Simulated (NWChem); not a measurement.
# CH6N+ (methanamine, conjugate acid) at 6 levels

Wanted: a comparison of 6 runs (revPBE/def2-TZVP, BLYP/def2-TZVP, SVWN5/def2-TZVP, TPSS/def2-TZVP, r2SCAN/def2-TZVP, CCSD/def2-TZVP) of CH6N+ (methanamine, conjugate acid). 

The results are computed with NWChem 7.3.0.

2 further runs of the same task are left out: 2 set aside as unsound or not needed.

## 1. The structure to begin with

CH6N+ has 8 atoms, charge +1, and is taken as a singlet. SMILES: `C[NH3+]`. Geometry: relaxed at PBE0-D4/def2-TZVP.

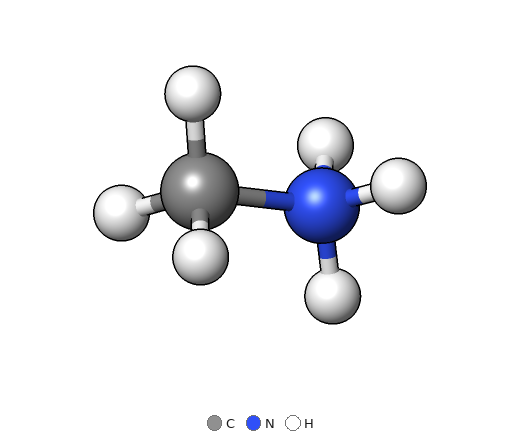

The structure, seen from a chosen angle (carbon grey, nitrogen blue, hydrogen white).

## 2. Energy and forces at revPBE/def2-TZVP (run 1)

ch6n.nw reads:

```
start ch6n
memory 2200 mb
charge 1
geometry units angstroms noautosym nocenter noautoz
  C       -0.225100       0.293000      -0.663400
  N        0.218700      -0.284600       0.644500
  H       -0.041000      -0.440800      -1.444600
  H       -1.286800       0.519400      -0.597800
  H        0.345600       1.199300      -0.851500
  H        0.065500       0.371300       1.413900
  H        1.214900      -0.515300       0.632300
  H       -0.291800      -1.142300       0.866700
end
basis spherical bse
  * library def2-TZVP
end
dft
  xc revpbe cpbe96
  grid fine
  convergence energy 1e-08
  iterations 100
  mulliken
  print low
end
task dft gradient
```

Started as:

```
$ nwchem ch6n.nw > ch6n.out
```

Log:

```text
[...]
 d= 0,ls=0.0,diis     1    -96.1102335378 -1.44D+02  8.53D-03  1.24D+00     1.6
[...]
 d= 0,ls=0.0,diis     8    -96.2220820005 -2.28D-10  4.17D-07  9.09D-09    10.6
         Total DFT energy =      -96.222082000534
      One electron energy =     -218.349433064854
           Coulomb energy =       88.464674541738
    Exchange-Corr. energy =      -14.304845243682
 Nuclear repulsion energy =       47.967521766264
[...]
      Total Density - Mulliken Population Analysis
     ---------------------------------------------
    Atom       Charge   Shell Charges
 -----------   ------   -------------------------------------------------------
    1 C    6     6.29   0.86  1.11  0.52  0.68  0.11  1.32  1.28  0.35  0.02  0.04  0.00
    2 N    7     7.25   0.82  1.15  0.55  0.82  0.09  1.59  1.67  0.52  0.01  0.04  0.00
    3 H    1     0.81   0.28  0.45  0.06  0.02
    4 H    1     0.81   0.28  0.45  0.06  0.02
    5 H    1     0.81   0.28  0.45  0.06  0.02
    6 H    1     0.68   0.27  0.35  0.03  0.03
    7 H    1     0.68   0.27  0.35  0.03  0.03
    8 H    1     0.68   0.27  0.35  0.03  0.03
[...]
                         DFT ENERGY GRADIENTS
    atom               coordinates                        gradient
                 x          y          z           x          y          z
   1 C      -0.425377   0.553690  -1.253644    0.001795  -0.002183   0.005036
   2 N       0.413283  -0.537816   1.217928   -0.000768   0.000913  -0.002063
   3 H      -0.077479  -0.832991  -2.729898   -0.000783   0.003330   0.003937
   4 H      -2.431699   0.981524  -1.129678    0.005037  -0.001184  -0.000043
   5 H       0.653089   2.266348  -1.609102   -0.002617  -0.004417   0.001158
   6 H       0.123777   0.701655   2.671884    0.000926  -0.004357  -0.005741
   7 H       2.295828  -0.973776   1.194874   -0.006986   0.001773  -0.000332
   8 H      -0.551422  -2.158634   1.637826    0.003395   0.006126  -0.001953
 Task  times  cpu:       14.8s     wall:       14.8s
 Total times  cpu:       14.8s     wall:       14.8s
```

It took 16 s on 1 thread of AMD EPYC 9R14 (Zen 4), shared host; peak memory 0.13 GiB.

## 3. Energy and forces at BLYP/def2-TZVP (run 2)

ch6n.nw reads:

```
START ch6n
TITLE "CH6N BLYP"
memory stack 880 mb heap 220 mb global 1100 mb
charge 1

GEOMETRY units bohr noautosym nocenter noautoz
  C  -0.42537735  0.55368975 -1.25364431
  N   0.41328310 -0.53781606  1.21792849
  H  -0.07747877 -0.83299128 -2.72989836
  H  -2.43169958  0.98152375 -1.12967828
  H   0.65308935  2.26634854 -1.60910180
  H   0.12377706  0.70165531  2.67188377
  H   2.29582827 -0.97377587  1.19487383
  H  -0.55142208 -2.15863415  1.63782563
END

BASIS spherical bse
  * library def2-TZVP
END

DFT
  xc becke88 lyp
  grid fine
  convergence energy 1e-08
  maxiter 100
  mulliken
  noprint "final vectors analysis"
END

TASK dft gradient
```

Started as:

```
$ nwchem ch6n.nw > ch6n.out
```

Log:

```text
[...]
          Wavefunction type:  closed shell.
          No. of atoms     :     8
          No. of electrons :    18
[...]
          Charge           :     1
          Spin multiplicity:     1
[...]
          AO basis - number of functions:    98
[...]
              XC Information
              --------------
                    Becke 1988 Exchange Functional  1.000
              Lee-Yang-Parr Correlation Functional  1.000
[...]
 d= 0,ls=0.0,diis     1    -96.0895794218 -1.44D+02  9.06D-03  1.22D+00     1.6
[...]
 d= 0,ls=0.0,diis     8    -96.2003526907  3.46D-10  3.18D-07  8.21D-09    10.5
         Total DFT energy =      -96.200352690651
      One electron energy =     -218.368508445041
           Coulomb energy =       88.485707580101
    Exchange-Corr. energy =      -14.285070127400
 Nuclear repulsion energy =       47.967518301689
[...]
      Total Density - Mulliken Population Analysis
     ---------------------------------------------
    Atom       Charge   Shell Charges
 -----------   ------   -------------------------------------------------------
    1 C    6     6.26   0.85  1.12  0.53  0.64  0.19  1.36  1.16  0.37  0.02  0.03  0.01
    2 N    7     7.26   0.82  1.15  0.56  0.78  0.14  1.63  1.58  0.56  0.01  0.03  0.00
    3 H    1     0.81   0.28  0.46  0.05  0.02
    4 H    1     0.81   0.28  0.46  0.05  0.02
    5 H    1     0.81   0.28  0.46  0.05  0.02
    6 H    1     0.68   0.27  0.36  0.02  0.03
    7 H    1     0.68   0.27  0.36  0.02  0.03
    8 H    1     0.68   0.27  0.36  0.02  0.03
[...]
  wavefunction    = closed shell
                         DFT ENERGY GRADIENTS
    atom               coordinates                        gradient
                 x          y          z           x          y          z
   1 C      -0.425377   0.553690  -1.253644    0.003171  -0.003975   0.009093
   2 N       0.413283  -0.537816   1.217928   -0.001569   0.001956  -0.004427
   3 H      -0.077479  -0.832991  -2.729898   -0.000473   0.002127   0.002713
   4 H      -2.431700   0.981524  -1.129678    0.003335  -0.000836   0.000102
   5 H       0.653089   2.266349  -1.609102   -0.001681  -0.002968   0.000892
   6 H       0.123777   0.701655   2.671884    0.000880  -0.004285  -0.005845
   7 H       2.295828  -0.973776   1.194874   -0.007003   0.001822  -0.000456
   8 H      -0.551422  -2.158634   1.637826    0.003340   0.006158  -0.002071
[...]
```

It took 15 s on 1 thread of AMD EPYC 9R14 (Zen 4), shared host; peak memory 0.13 GiB.

Run 3 isn't shown in full; the table further down has it.

## 4. Energy and forces at TPSS/def2-TZVP (run 4)

ch6n.nw reads:

```
start ch6n
title "CH6N TPSS"
memory total 2200 mb
charge 1

geometry noautosym nocenter noautoz
 C    -0.225100    0.293000   -0.663400
 N     0.218700   -0.284600    0.644500
 H    -0.041000   -0.440800   -1.444600
 H    -1.286800    0.519400   -0.597800
 H     0.345600    1.199300   -0.851500
 H     0.065500    0.371300    1.413900
 H     1.214900   -0.515300    0.632300
 H    -0.291800   -1.142300    0.866700
end

basis spherical bse
 * library def2-TZVP
end

dft
 xc xtpss03 ctpss03
 grid fine
 convergence energy 1e-08
 iterations 100
 mulliken
 print medium
end

task dft gradient
```

Started as:

```
$ nwchem ch6n.nw > ch6n.out
```

Log:

```text
[...]
          Wavefunction type:  closed shell.
          No. of atoms     :     8
          No. of electrons :    18
[...]
          Charge           :     1
          Spin multiplicity:     1
[...]
          AO basis - number of functions:    98
[...]
              XC Information
              --------------
                  TPSS metaGGA Exchange Functional  1.000
             TPSS03 metaGGA Correlation Functional  1.000
[...]
 d= 0,ls=0.0,diis     1    -96.1576856161 -1.44D+02  7.98D-03  1.14D+00     1.8
[...]
 d= 0,ls=0.0,diis     8    -96.2680556046 -2.34D-10  3.37D-07  6.08D-09    12.4
         Total DFT energy =      -96.268055604588
      One electron energy =     -218.370878590576
           Coulomb energy =       88.495592111897
    Exchange-Corr. energy =      -14.360290892173
 Nuclear repulsion energy =       47.967521766264
[...]
      Total Density - Mulliken Population Analysis
     ---------------------------------------------
    Atom       Charge   Shell Charges
 -----------   ------   -------------------------------------------------------
    1 C    6     6.31   0.86  1.12  0.52  0.68  0.11  1.31  1.30  0.34  0.02  0.05  0.01
    2 N    7     7.29   0.82  1.15  0.55  0.82  0.10  1.59  1.68  0.53  0.01  0.04  0.00
    3 H    1     0.80   0.27  0.45  0.05  0.02
    4 H    1     0.80   0.27  0.45  0.05  0.02
    5 H    1     0.80   0.27  0.45  0.05  0.02
    6 H    1     0.67   0.26  0.35  0.02  0.03
    7 H    1     0.67   0.26  0.35  0.02  0.03
    8 H    1     0.67   0.26  0.35  0.02  0.03
[...]
  wavefunction    = closed shell
                         DFT ENERGY GRADIENTS
    atom               coordinates                        gradient
                 x          y          z           x          y          z
   1 C      -0.425377   0.553690  -1.253644    0.003276  -0.004109   0.009399
   2 N       0.413283  -0.537816   1.217928   -0.001593   0.001986  -0.004493
   3 H      -0.077479  -0.832991  -2.729898   -0.000448   0.001347   0.000789
   4 H      -2.431699   0.981524  -1.129678    0.001479  -0.000165  -0.000544
   5 H       0.653089   2.266348  -1.609102   -0.001072  -0.001271  -0.000136
   6 H       0.123777   0.701655   2.671884    0.000612  -0.002814  -0.003638
   7 H       2.295828  -0.973776   1.194874   -0.004448   0.001115  -0.000169
   8 H      -0.551422  -2.158634   1.637826    0.002194   0.003912  -0.001208
[...]
```

Run time: 19 s. Hardware: 1 thread of AMD EPYC 9R14 (Zen 4), shared host; peak memory 0.13 GiB.

Run 5 isn't shown in full; the table further down has it.

## 5. A single-point energy at CCSD/def2-TZVP (run 6)

calc.nw reads:

```
start calc
title "CH6N energy"
memory stack 880 mb heap 220 mb global 1100 mb
charge 1

geometry units angstroms noautosym nocenter noautoz
C       -0.225100       0.293000      -0.663400
N        0.218700      -0.284600       0.644500
H       -0.041000      -0.440800      -1.444600
H       -1.286800       0.519400      -0.597800
H        0.345600       1.199300      -0.851500
H        0.065500       0.371300       1.413900
H        1.214900      -0.515300       0.632300
H       -0.291800      -1.142300       0.866700
end

basis spherical bse
* library def2-TZVP
end

scf
thresh 1e-08
maxiter 80
end

ccsd
freeze core 2
maxiter 60
end

task ccsd energy
```

Started as:

```
$ nwchem calc.nw > calc.out
```

Log:

```text
[...]
  functions       =    98
[...]
  wavefunction    = RHF
[...]
         Total SCF energy =    -95.617211800560
      One-electron energy =   -218.138037178809
      Two-electron energy =     74.553303611985
 Nuclear repulsion energy =     47.967521766264
        Time for solution =     11.9s
[...]
 Total MP2 energy:            -95.997923380255330
[...]
             energy      energy      error      ampl     ampl      Block
                                                time     time      time
[...]
 Total CCSD energy:            -96.027705621544015
[...]
```

Run time: 79 s. Hardware: 1 thread of AMD EPYC 9R14 (Zen 4), shared host; peak memory 0.17 GiB.

## 6. All runs side by side

| run | level | task | integration grid | energy (Eh) | largest force (eV/Å) | wall time |
| --- | --- | --- | --- | --- | --- | --- |
| 1 | revPBE/def2-TZVP | gradient | fine | -96.222082 | 0.374 | 16 s |
| 2 | BLYP/def2-TZVP | gradient | fine | -96.200353 | 0.536 | 15 s |
| 3 | SVWN5/def2-TZVP | gradient | fine | -95.386953 | 0.779 | 14 s |
| 4 | TPSS/def2-TZVP | gradient | fine | -96.268056 | 0.554 | 19 s |
| 5 | r2SCAN/def2-TZVP | gradient | fine | -96.189058 | 0.297 | 19 s |
| 6 | CCSD/def2-TZVP | energy | – | -96.027706 | – | 79 s |

## 7. Outcome

| quantity | value |
| --- | --- |
| run 6: total energy | -96.02771 Eh |
| run 6: HOMO energy (Hartree–Fock orbitals) | -21.26 eV |
| run 6: LUMO energy (Hartree–Fock orbitals) | -2.58 eV |
| run 6: HOMO–LUMO gap (Hartree–Fock orbitals) | 18.68 eV |
| run 6: correlation energy (2 core orbitals frozen) | -410.5 mEh |

**Reading.** Over runs 3, 4, 5 the HOMO–LUMO gap runs from 9.48 eV (SVWN5/def2-TZVP) to 10.79 eV (r2SCAN/def2-TZVP). Totals of different functionals can't be ranked against each other. All runs together took 2.7 min, the longest 79 s.
